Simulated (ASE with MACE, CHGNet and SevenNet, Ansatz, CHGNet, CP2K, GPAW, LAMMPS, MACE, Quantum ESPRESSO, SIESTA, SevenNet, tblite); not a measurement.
# Running glassy 69SiO2-19Al2O3-6SrO-6Li2O (mol %) (106 atoms) with machine-learned potentials

How do the settings of machine-learned potentials change the result for glassy 69SiO2-19Al2O3-6SrO-6Li2O (mol %) (106 atoms)? A plane-wave run serves as the yardstick.

Calculated with ASE with MACE, CHGNet and SevenNet; the method is named at each step.

**1. Set-up**

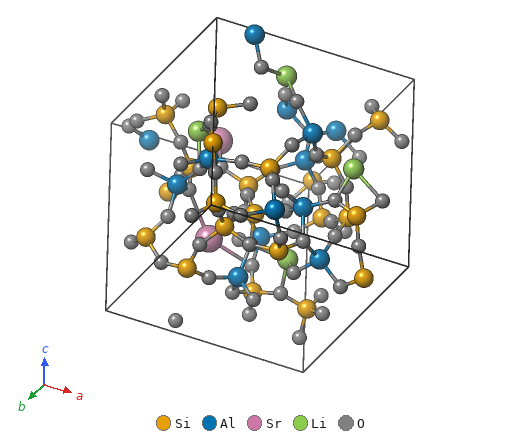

Start, viewed from a free direction; silicon orange, aluminium blue, strontium pink, lithium green, oxygen grey. Bonds to atoms that aren't drawn are left out. Some periodic images of atoms are drawn too.

The cell holds 106 atoms: 22 Si, 12 Al, 2 Sr, 4 Li and 66 O. Cell: a = 11.659 Å, b = 11.659 Å, c = 11.659 Å, α = 90.0°, β = 90.0°, γ = 90.0°. 106 atoms (22 Si, 12 Al, 2 Sr, 4 Li, 66 O) placed at random at 2.31 g/cm³, melted at 4000 K for 10 ps at fixed volume with the Morse and Coulomb pair potential with partial charges (Pedone, Malavasi, Menziani, Cormack and Segre, J. Phys. Chem. B 110, 11780 (2006)). Quenched from 4000 K to 300 K at 50 K/ps and fixed volume, held 5 ps.

The yardstick, on the same geometry:

```
method                                           : Kohn-Sham DFT, PBE, PAW, plane waves (Ansatz 0.2.0); cutoff 420 eV, Γ point, fermi-dirac smearing of 0.05 eV; PAW set soft_2
r.m.s. force component                           : 1.295 eV/Å
longest force                                    : 5.151 eV/Å
pressure                                         : 1.596 GPa
gap (highest filled to lowest empty level) : 2.915 eV
SCF cycles                                       : 9
time                                             : 11 s on 8 threads of Arm Neoverse V2, shared host
CPU time                                         : 83 s
```

**2. MACE MP-0b2 small potential**

Method: machine-learned interatomic potential MACE MP-0b2 small, trained on PBE(+U) plane-wave data.

run.py reads:

```python
import numpy as np
from ase.io import read
import mlip  # loads the published weights by name

atoms = read("structure.xyz")
atoms.calc = mlip.calc("mace-mp-0b2-small")
energy = atoms.get_potential_energy()
forces = atoms.get_forces()
print(f"energy {energy:.6f} eV")
print("forces (eV/A)")
for i, (a, f) in enumerate(zip(atoms, forces)):
    print(f"{i:4d} {a.symbol:2s} {f[0]:10.5f} {f[1]:10.5f} {f[2]:10.5f}")
stress = -atoms.get_stress(voigt=False) * 160.21766
print("stress (GPa, compression positive)")
for row in stress:
    print(" ".join(f"{x:10.4f}" for x in row))
```

structure.xyz reads:

```xyz
106
Lattice="11.65850 0.00000 0.00000 0.00000 11.65850 0.00000 0.00000 0.00000 11.65850" Properties=species:S:1:pos:R:3 pbc="T T T"
Si 3.37933 11.50647 8.40520
Si 5.42085 5.58407 4.38733
Si 10.11445 7.02156 6.49402
Si 0.89129 1.33630 7.09373
Si 4.14203 1.51106 4.50554
Si 0.92662 7.33751 10.06746
Si 7.55098 9.68075 2.53491
Si 3.25890 4.75539 2.41587
Si 10.04520 8.29747 1.52167
Si 5.73575 3.32594 0.92953
Si 10.23943 1.03015 9.22397
Si 0.12323 0.23795 4.04678
Si 8.91432 0.75990 2.69941
Si 8.38456 2.74511 7.20425
Si 10.12179 4.06136 4.85367
Si 3.02270 8.27777 7.96380
Si 11.08793 10.14453 10.87260
Si 10.39029 2.57361 0.33017
Si 5.84196 7.19854 7.18933
Si 2.56767 7.53979 1.16911
Si 1.39261 2.18993 1.82351
Si 0.78508 8.85755 3.25389
Al 6.06405 0.49094 6.73430
Al 2.22677 11.62994 11.31364
Al 1.63697 3.62626 5.46049
Al 8.61785 4.23005 1.84647
Al 8.31333 5.64551 8.69922
Al 5.63770 7.66511 1.69363
Al 4.03081 0.58782 1.37419
Al 7.76713 9.45015 5.87740
Al 7.17441 5.66428 11.50426
Al 6.89251 2.94377 3.79403
Al 1.56539 6.99510 5.72887
Al 10.12821 5.75079 11.18610
Sr 4.77544 9.44805 4.79712
Sr 4.97002 9.01179 10.69562
Li 8.02140 6.71809 3.04485
Li 4.80330 1.20887 10.27638
Li 8.54347 0.52603 5.36268
Li 1.52726 4.68532 7.72807
O 9.17944 8.33140 6.06545
O 8.52073 8.37220 2.01937
O 10.29679 7.00349 0.58910
O 4.51137 4.29149 1.46407
O 9.11100 1.58486 8.25025
O 5.09593 1.89019 0.69403
O 11.59484 1.07072 8.38060
O 10.27708 11.14599 9.87405
O 2.96091 2.40480 5.01187
O 2.42520 1.32231 0.91030
O 3.99653 5.17054 3.71253
O 6.32287 8.46978 6.46697
O 0.01795 7.41038 6.37767
O 7.43020 9.62864 4.09913
O 6.28125 7.10679 0.19318
O 5.86458 6.79457 3.30705
[... 46 atom lines left out ...]
O 4.96582 0.27491 8.23545
O 3.82760 0.53338 3.12786
O 10.32500 9.59565 0.56101
O 8.57949 5.68655 10.37863
```

Run with:

```sh
$ OMP_NUM_THREADS=1 python run.py > output.txt
```

The program printed:

```text
energy -786.760457 eV
forces (eV/A)
   0 Si   -0.30715   -0.69196   -2.21995
   1 Si    1.38950    0.63234   -0.28944
   2 Si    0.10765    0.60852   -2.04129
   3 Si    0.91299   -3.04852   -1.17190
   4 Si   -0.07748   -2.64625   -1.78836
   5 Si   -1.14730    2.32317    0.78742
   6 Si    2.85997   -0.23941   -0.20316
   7 Si    0.50075    0.11489   -3.24937
   8 Si    0.59286    0.31612   -3.00478
   9 Si   -0.92641    1.94341   -0.89742
  10 Si    0.12049   -1.07982    1.23969
  11 Si   -1.64612   -0.75208    0.81164
  12 Si    1.50728   -1.07714    0.04243
  13 Si    1.09024   -0.38474    0.78578
  14 Si    1.50629    2.76735    0.59637
  15 Si    0.13891    1.54678   -1.63907
  16 Si    1.28694   -1.16818    0.53294
  17 Si   -1.35798   -0.26025    4.29675
  18 Si   -2.01253   -2.81949    1.33765
  19 Si   -3.42720   -0.18064    0.62253
  20 Si    1.97128    0.45479    2.52399
  21 Si    0.28959    0.24374   -0.28630
  22 Al    0.32169    0.88850    0.89405
  23 Al    1.25315    0.83509   -0.07511
[...]
98 O     0.35368   -0.27653   -0.58026
  99 O    -0.60096   -0.58600   -0.08444
 100 O     1.14390    0.14955   -0.15779
 101 O    -0.86586   -1.10141   -0.19240
 102 O     0.44976   -0.05085   -0.02583
 103 O     0.00170   -0.49869    0.21652
 104 O    -0.37920    1.03281   -0.93427
 105 O    -0.42402    0.28752    1.02342
stress (GPa, compression positive)
    3.0436     1.2546     1.0920
    1.2546    -0.1107    -0.4041
    1.0920    -0.4041     2.3368
```

Run time: 5.8 s. Hardware: 1 thread of Arm Neoverse V2, shared host; peak memory 0.67 GiB.

Banners, paths, timers and routine set-up lines are dropped from the logs unmarked, and long logs keep their key lines alone; longer cuts are marked.

Against the reference:

| Item | Value |
| --- | --- |
| r.m.s. force component | 1.273 eV/Å |
| r.m.s. difference of force components | 118.7 meV/Å |
| longest difference of force vectors | 631.6 meV/Å |
| force difference over r.m.s. force | 9.172 % |
| slope of forces against the reference's | 0.9795 |
| correlation of force components | 0.9959 |
| pressure | 1.757 GPa |
| pressure difference | 0.161 GPa |

Length of the force difference by element (eV/Å):

```
element  atoms   mean  most
     Al     12   0.28  0.63
     Li      4  0.095  0.12
      O     66   0.14  0.35
     Si     22   0.25  0.54
     Sr      2   0.11  0.15
```

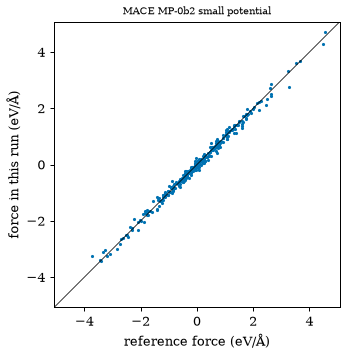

Force components against those of the reference; the line marks equality.

The surroundings of O98, picked at random, nearest first, numbered as they follow in the input and with coordinates relative to it.

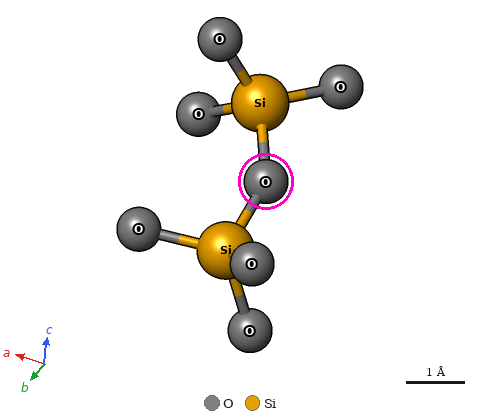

The atoms of the table, within 2.8 Å (arrows a, b, c point along x, y, z); some may hide others; the central atom is ringed.

```
atom      x      y      z  distance (Å)  bonds     Fx     Fy  Fz (eV/Å)
 O98   0.00   0.00   0.00          0.00      2  -0.67  -1.09       0.41
Si20   0.06   1.48  -0.62          1.60      4  -3.43  -0.18       0.62
 Si8   0.75  -1.31   0.63          1.63      4   0.50   0.11      -3.25
 O57   1.55   1.86  -0.51          2.48      3   0.05   1.79      -1.15
 O51   1.49  -0.89   1.92          2.59      2   0.63   0.30       3.70
O101  -0.55   1.38  -2.13          2.60      2   1.14   0.15      -0.16
 O87  -0.26  -2.53   0.64          2.62      2  -2.50  -2.62      -0.26
 O44   2.00  -1.77  -0.33          2.69      2   0.33   0.00      -0.13
 O70  -0.86   2.65   0.10          2.79      2   1.21   0.03      -1.29
```

Atoms are counted from 1 here, from 0 in the log.

Forces lie 9.2 % from the reference's, at 0.069 times its CPU time (on 1 against 8 cores).

**3. CHGNet r2SCAN potential**

Method: machine-learned interatomic potential CHGNet r2SCAN, trained on r2SCAN plane-wave data.

Changes to run.py since step 2:

```diff
@@ -5,3 +5,3 @@
 atoms = read("structure.xyz")
-atoms.calc = mlip.calc("mace-mp-0b2-small")
+atoms.calc = mlip.calc("chgnet-r2scan")
 energy = atoms.get_potential_energy()
```

structure.xyz is that of step 2.

The program printed:

```text
CHGNet vr2scan initialized with 412,525 parameters
CHGNet will run on cpu
energy -1024.219116 eV
forces (eV/A)
   0 Si   -0.11777   -0.96491   -2.11157
   1 Si    1.25887    0.92708   -0.22430
   2 Si    0.13873    0.22142   -1.57655
   3 Si    0.72717   -2.89729   -1.11119
   4 Si    0.02904   -2.24781   -1.41715
   5 Si   -0.70705    1.89854    0.73781
   6 Si    2.31656   -0.39596   -0.24863
   7 Si    0.37340    0.25736   -3.05100
   8 Si    0.32544    0.29147   -2.43857
   9 Si   -0.91300    1.79518   -0.72795
  10 Si    0.13488   -0.85884    0.85179
  11 Si   -1.46220   -0.71102    0.71406
  12 Si    1.46192   -1.08303    0.14161
  13 Si    1.05032   -0.39938    0.28083
  14 Si    1.06290    2.36454    0.63340
  15 Si    0.33139    1.39736   -1.29731
  16 Si    1.16203   -1.18591    0.54835
  17 Si   -1.31671    0.01606    3.94302
  18 Si   -2.07310   -2.34830    1.27516
  19 Si   -3.05019    0.07929    0.37822
  20 Si    1.82764    0.39600    2.24928
  21 Si    0.50679    0.14703   -0.27148
  22 Al    0.06130    0.49501    0.44769
  23 Al    1.09575    0.54554   -0.03162
[...]
98 O     0.33131   -0.04638   -0.31805
  99 O    -0.18352   -0.41873    0.24666
 100 O     0.76200    0.08749   -0.06927
 101 O    -0.57925   -0.42295   -0.18390
 102 O     0.02050   -0.03445   -0.17911
 103 O     0.02961   -0.12332    0.11463
 104 O    -0.15031    0.90052   -1.06482
 105 O    -0.22890    0.19235    1.05674
stress (GPa, compression positive)
   -1.1665     1.0995     0.9052
    1.0995    -3.6400    -0.3194
    0.9052    -0.3194    -1.7217
```

Run time: 3.6 s. Hardware: 1 thread; peak memory 1.3 GiB.

Compared with the plane-wave run:

```
r.m.s. force component                  : 1.078 eV/Å
r.m.s. difference of force components   : 303 meV/Å
longest difference of force vectors     : 1208 meV/Å
force difference over r.m.s. force      : 23.41 %
slope of forces against the reference's : 0.819
correlation of force components         : 0.984
pressure                                : -2.176 GPa
pressure difference                     : -3.772 GPa
```

Against the first run (9.2 %), the force difference from the reference is 23 %, at 0.62 times the CPU time; this potential was trained at another functional than the reference's.

**4. SevenNet l3i5 potential**

Method: machine-learned interatomic potential SevenNet l3i5, trained on PBE(+U) plane-wave data.

Changes to run.py since step 3:

```diff
@@ -5,3 +5,3 @@
 atoms = read("structure.xyz")
-atoms.calc = mlip.calc("chgnet-r2scan")
+atoms.calc = mlip.calc("7net-l3i5")
 energy = atoms.get_potential_energy()
```

structure.xyz is that of step 3.

The program printed:

```text
energy -786.569397 eV
forces (eV/A)
   0 Si   -0.40798   -0.81852   -2.27387
   1 Si    1.52393    0.80901   -0.27127
   2 Si    0.11938    0.46119   -1.85168
   3 Si    1.06954   -3.32635   -1.23155
   4 Si   -0.00431   -2.72815   -1.72065
   5 Si   -1.01998    2.51691    0.89664
   6 Si    2.58453   -0.36607   -0.10150
   7 Si    0.67486    0.18629   -3.24059
   8 Si    0.59102    0.36970   -2.90652
   9 Si   -0.95183    2.23366   -0.92223
  10 Si    0.14818   -1.13277    1.14932
  11 Si   -1.67264   -0.73954    0.73302
  12 Si    1.51990   -1.03983    0.09890
  13 Si    1.05486   -0.35384    0.64504
  14 Si    1.57581    3.09613    0.69276
  15 Si    0.18425    1.54615   -1.65929
  16 Si    1.43561   -1.28459    0.54341
  17 Si   -1.22765   -0.33155    4.38380
  18 Si   -1.94888   -2.79190    1.23842
  19 Si   -3.39082    0.01041    0.60420
  20 Si    2.00271    0.56834    2.64150
  21 Si    0.45653    0.06293   -0.32567
  22 Al    0.27166    0.75193    0.76705
  23 Al    1.33619    0.76864   -0.14955
[...]
98 O     0.25946   -0.26583   -0.60283
  99 O    -0.55872   -0.54847    0.00969
 100 O     1.14626    0.11647   -0.15297
 101 O    -0.87191   -1.15111   -0.28152
 102 O     0.47251   -0.02583    0.05880
 103 O    -0.05361   -0.47448    0.11114
 104 O    -0.42419    1.05248   -0.96043
 105 O    -0.40978    0.28213    1.04530
stress (GPa, compression positive)
    2.8359     1.2865     1.1530
    1.2865    -0.3532    -0.3742
    1.1530    -0.3742     2.2873
```

It took 9.2 s on 1 thread; peak memory 1.6 GiB.

Against the reference:

```yaml
r_m_s_force_component: 1.293 eV/Å
r_m_s_difference_of_force_components: 60.69 meV/Å
longest_difference_of_force_vectors: 215.8 meV/Å
force_difference_over_r_m_s_force: 4.688 %
slope_of_forces_against_the_reference_s: 0.9976
correlation_of_force_components: 0.9989
pressure: 1.59 GPa
pressure_difference: -0.0056 GPa
```

Against the first run (9.2 %), the force difference from the reference is 4.7 %, at 1.6 times the CPU time.

**5. All runs compared**

Differences are against the plane-wave reference, forces as r.m.s. over components; share is that over the reference's r.m.s. force, slope the least-squares factor from reference forces to these. Total energies of different programs have different zeros and aren't compared.

```
                        run  Δ force, r.m.s. (meV/Å)  share (%)  slope  Δ pressure (GPa)  cores  CPU time  memory (GiB)
                  reference                        -          -      -                 -      8      83 s           2.0
MACE MP-0b2 small potential                      119       9.17  0.980             0.161      1     5.8 s          0.67
    CHGNet r2SCAN potential                      303       23.4  0.819             -3.77      1     3.6 s           1.3
    SevenNet l3i5 potential                     60.7       4.69  0.998           -0.0056      1     9.2 s           1.6
```

Times of the machine-learned potentials are mostly Python's start and the loading of weights.

CPU time is summed over cores on a shared host, where runs went side by side, so it is rough. Symmetry, cutoffs, thresholds, outputs and thread counts weren't matched or tuned between programs; memory under MPI is the largest rank's times the ranks.

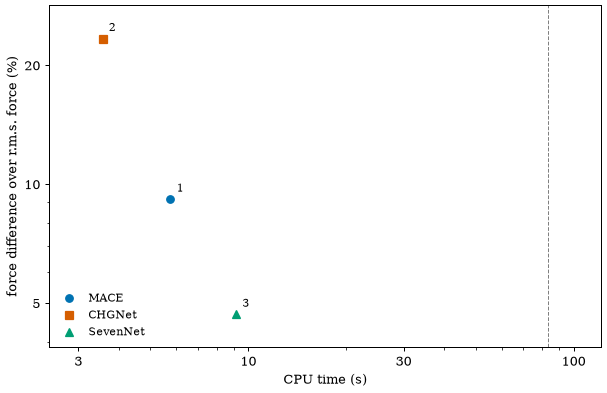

Force difference against CPU time; the dashed line marks the reference's time. Points: 1 MACE MP-0b2 small potential; 2 CHGNet r2SCAN potential; 3 SevenNet l3i5 potential.

**6. Summary of results**

- nearest in forces: SevenNet l3i5 potential, 4.7 %
- its CPU time: 9.2 s

Machine-learned potentials differ by 4.7 % (SevenNet l3i5 potential) to 23 % (CHGNet r2SCAN potential); they were trained on other programs' data, some at another functional. Machine-learned potentials mimic data converged in k, so the reference's own k-point error enters their differences. The quench rate of 50 K/ps is many orders above laboratory rates, so the cell is likely richer in defects and strain than a real sample. The network of bonds at the start is that of the classical potential that made the cell, and needn't be the one that DFT or experiment would give. The reference's stress is far from hydrostatic: its diagonal is 2.9, -0.3, 2.2 GPa, compression counted positive. The electronic-structure runs sample only Γ, in a cell whose shortest periodic width is 12 Å.

[Also dropped from logs without a mark: logging warnings of Python, and SIESTA's first energy breakdown and zero terms.]

[Logs are printed without paths, hosts, clocks, repeated set-up lines and the standing remarks that a program may print on its own settings, such as how far it seeks lower states.]

[Hosts, paths, dates, database ids (printed as entryN), source tags and the programs' standing remarks are cut or masked in the printed files.]
